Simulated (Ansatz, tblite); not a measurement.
**Al3N3 zinc blende ring rod (Al3N3H12): which spin state is lowest**

Is the singlet the ground state of Al3N3 zinc blende ring rod (Al3N3H12)? Other spin states are computed and compared level by level.

Method: as each input shows; program: Ansatz 0.2.0, Gaussian basis.

Plan: triplet, at the geometry of the singlet (GFN1-xTB, GFN2-xTB, PBE0-D4/def2-TZVP, PBE-D4/def2-TZVP); the singlet's energies come from earlier runs.

2 further runs of the same task are left out: 2 set aside as unsound or not needed.

### 1 The geometry

The geometry is that of the singlet, from an earlier relaxation (r2SCAN-D4/def2-SVP).

18 atoms, charge 0, spin multiplicity 1.

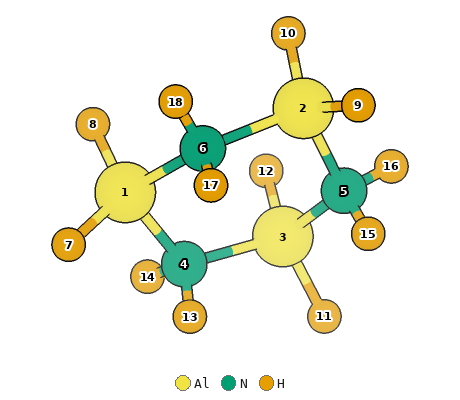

The geometry (aluminium yellow, nitrogen teal, hydrogen amber); atoms are numbered from 1 in the order of the file.

### 2 Triplet at the fixed geometry, GFN1-xTB

Tight binding, by tblite at 300 K electronic temperature and without a spin-polarisation term:

```python
tblite.interface.Calculator('GFN1-xTB', numbers, positions, charge=0, uhf=2).singlepoint()
```

Energy -539.7290 eV; 0.02 s.

### 3 Triplet at the fixed geometry, GFN2-xTB

Tight binding, by tblite at 300 K electronic temperature and without a spin-polarisation term:

```python
tblite.interface.Calculator('GFN2-xTB', numbers, positions, charge=0, uhf=2).singlepoint()
```

Energy -491.5951 eV; 0.015 s.

### 4 Triplet at the fixed geometry, PBE0-D4/def2-TZVP

The input, in.yaml:

```yaml
crystal:
  periodic: [false, false, false]
  atoms:
    - {symbol: Al, position_ang: [-0.681447, -0.679683, 1.760968]}
    - {symbol: Al, position_ang: [1.766718, -0.665145, -0.672137]}
    - {symbol: Al, position_ang: [-0.661403, 1.767761, -0.672943]}
    - {symbol: N, position_ang: [-1.601878, 0.591994, 0.584517]}
    - {symbol: N, position_ang: [0.565806, 0.564107, -1.617073]}
    - {symbol: N, position_ang: [0.588434, -1.603038, 0.584894]}
    - {symbol: H, position_ang: [-1.773059, -1.769028, 2.197726]}
    - {symbol: H, position_ang: [0.148376, 0.148679, 2.838511]}
    - {symbol: H, position_ang: [2.251588, -1.752502, -1.745161]}
    - {symbol: H, position_ang: [2.807156, 0.199901, 0.167258]}
    - {symbol: H, position_ang: [-1.747757, 2.254063, -1.746342]}
    - {symbol: H, position_ang: [0.205083, 2.807068, 0.166348]}
    - {symbol: H, position_ang: [-2.372778, 0.117631, 0.101236]}
    - {symbol: H, position_ang: [-2.087491, 1.232855, 1.225489]}
    - {symbol: H, position_ang: [0.061844, 0.060939, -2.355818]}
    - {symbol: H, position_ang: [1.190505, 1.187432, -2.144842]}
    - {symbol: H, position_ang: [0.112421, -2.372750, 0.101399]}
    - {symbol: H, position_ang: [1.227891, -2.090264, 1.225979]}
basis:
  gaussian: {orbitals: def2-TZVP}
magnetization: {spin_polarized: true, initial_magnetization: 2}
hamiltonian: {xc: pbe0, dispersion: d4}
scf: {omitted_lower_state_checks: [starts]}
output: {orbitals: {seedname: orbitals}}
```

On the command line:

```sh
> ansatz run in.yaml --threads 4 --pin off --events-out ev --progress --plain --max-ram 4787MiB
```

Log:

```text
Functional definition: PBE0
  name "PBE0"
  cite "Adamo & Barone, J. Chem. Phys. 110, 6158 (1999) doi:10.1063/1.478522"
  cite "Perdew, Burke & Ernzerhof, Phys. Rev. Lett. 77, 3865 (1996) doi:10.1103/PhysRevLett.77.3865"
  parent pbe
  parameter a = 0.25
  parameter kappa = 0.804
  parameter beta = 0.06672455060314922
  exchange = (1 - a)*pbe_x(kappa = kappa, mu = beta*pi^2/3) + a*exact_x
  correlation = pbe_c(beta = beta)
these checks for a lower state are left out or cut short: starts
1830 factors; their error is unknown
mean field evaluation 1: about -24425.1506 eV, gradient 6.8e1 eV
mean field evaluation 2: about -24382.2780 eV, gradient 1.1e2 eV
mean field evaluation 4: about -24438.9662 eV, gradient 1.9e1 eV
mean field evaluation 8: about -24442.9761 eV, gradient 1.9e0 eV
mean field evaluation 16: about -24443.1327 eV, gradient 1.3e-1 eV
mean field evaluation 32: about -24443.2595 eV, gradient 6.1e-2 eV
mean field -24443.25917074 eV, -898.2732062887 hartree, gradient 4.5e-6 eV, S^2 2.008160; 0 other end points of the search recorded, 0 dependent functions left out
reference -24443.25922474 eV, -898.2732082729 hartree; 37, 35 occupied and 239, 241 virtual orbitals, 1830 factors
Total energy: -24443.68744520 eV, -898.2889450846 hartree
Checks for a lower state left out: starts
```

Run time: 32 s. Hardware: 4 threads of Arm Neoverse V1, shared host; peak memory 1.4 GiB.

Report: HOMO -2.07 eV, LUMO -6.90 eV (over both spins; with the spin held, an empty level of the minority spin lies below the top filled one); ⟨S²⟩ 2.008 (pure: 2.00).

### 5 Triplet at the fixed geometry, PBE-D4/def2-TZVP

start.molden holds the orbitals of an earlier run on this state, given as this run's starting guess.

in.yaml, as its differences from that of step 4:

```diff
@@ -22,5 +22,5 @@
 basis:
-  gaussian: {orbitals: def2-TZVP}
+  gaussian: {orbitals: def2-TZVP, initial_orbitals: start.molden}
 magnetization: {spin_polarized: true, initial_magnetization: 2}
-hamiltonian: {xc: pbe0, dispersion: d4}
+hamiltonian: {xc: pbe, dispersion: d4}
 scf: {omitted_lower_state_checks: [starts]}
```

Same command.

Log:

```text
Functional definition: PBE
  name "PBE"
  cite "Perdew, Burke & Ernzerhof, Phys. Rev. Lett. 77, 3865 (1996) doi:10.1103/PhysRevLett.77.3865"
  parent pbe
  parameter kappa = 0.804
  parameter beta = 0.06672455060314922
  exchange = pbe_x(kappa = kappa, mu = beta*pi^2/3)
  correlation = pbe_c(beta = beta)
these checks for a lower state are left out or cut short: starts
1770 factors; their error is unknown
mean field evaluation 1: about -24441.0201 eV, gradient 9.4e0 eV
mean field evaluation 2: about -24441.3025 eV, gradient 6.9e-1 eV
mean field evaluation 4: about -24441.3313 eV, gradient 4.5e-1 eV
mean field evaluation 8: about -24441.3320 eV, gradient 1.1e-1 eV
mean field evaluation 16: about -24441.3339 eV, gradient 3.8e-5 eV
mean field -24441.33391656 eV, -898.2024545026 hartree, gradient 1.7e-6 eV, S^2 2.002122; 0 other end points of the search recorded, 0 dependent functions left out
reference -24441.33399009 eV, -898.2024572045 hartree; 37, 35 occupied and 239, 241 virtual orbitals, 1770 factors
Total energy: -24441.82952572 eV, -898.2206678031 hartree
Checks for a lower state left out: starts
```

Run time: 38 s. Hardware: 4 threads of Arm Neoverse V1, shared host; peak memory 1.1 GiB.

Report: HOMO -1.37 eV, LUMO -7.02 eV (over both spins; with the spin held, an empty level of the minority spin lies below the top filled one); ⟨S²⟩ 2.002 (pure: 2.00).

### 6 Triplet less singlet, vertical

The singlet's energies are those of its earlier runs, whose logs aren't repeated here.

```csv
level,"triplet less singlet, vertical (kJ/mol)",time
GFN1-xTB,+657.8,0.033 s
GFN2-xTB,+544.1,0.024 s
PBE-D4/def2-TZVP,+544.6,42 s
PBE0-D4/def2-TZVP,+613.8,41 s
```

Times add the two runs; a level without a time comes out of a correlated run. Tight binding without a spin term can't rank spin states.

### 7 What came out

| quantity | value |
| --- | --- |
| triplet less singlet, vertical, functionals in def2-TZVP | +544.6 (PBE-D4) to +613.8 kJ/mol (PBE0-D4) |

In words: All functionals put the triplet above the singlet, over a spread of 69.2 kJ/mol. The checks for a lower triplet were left out, so another state of that spin may lie lower. These are electronic energies, without zero-point motion, entropy or surroundings.
